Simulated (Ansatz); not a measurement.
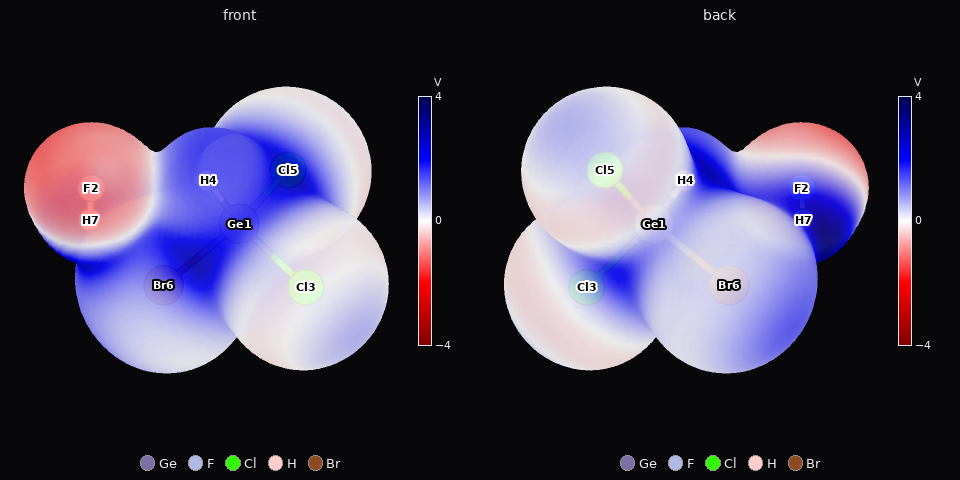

BrCl$_{2}$GeH···HF. The molecular electrostatic potential painted on the density surface at 0.004 e/bohr³, seen from the front and from behind; the colour scale runs from red (negative) to blue (positive).

These are results of RKS PBE0-D4/def2-SVP in Ansatz, not measurements.

| atom | x (Å) | y (Å) | z (Å) |
| --- | --- | --- | --- |
| Ge | 0.3584 | -0.5170 | -0.4621 |
| F | -0.1657 | 0.2151 | 2.7486 |
| Cl | 1.8871 | 0.2007 | -1.7707 |
| H | -0.2766 | 0.6138 | 0.3328 |
| Cl | -1.0870 | -1.5687 | -1.6316 |
| Br | 1.3383 | -2.0517 | 0.9614 |
| H | 0.3247 | -0.5693 | 2.6850 |

Q: Describe the electrostatic potential map.

A: The most negative region (about −1.2 V) lies over F2, the most positive (about +3.2 V) over H7. Cl3 shows a σ-hole: about +0.5 V at the tip opposite its bond, against about −0.1 V on its flanks. Cl5 shows a σ-hole: about +0.5 V at the tip opposite its bond, against about −0.1 V on its flanks. Br6 shows a σ-hole: about +1.3 V at the tip opposite its bond, against about +0.7 V on its flanks.
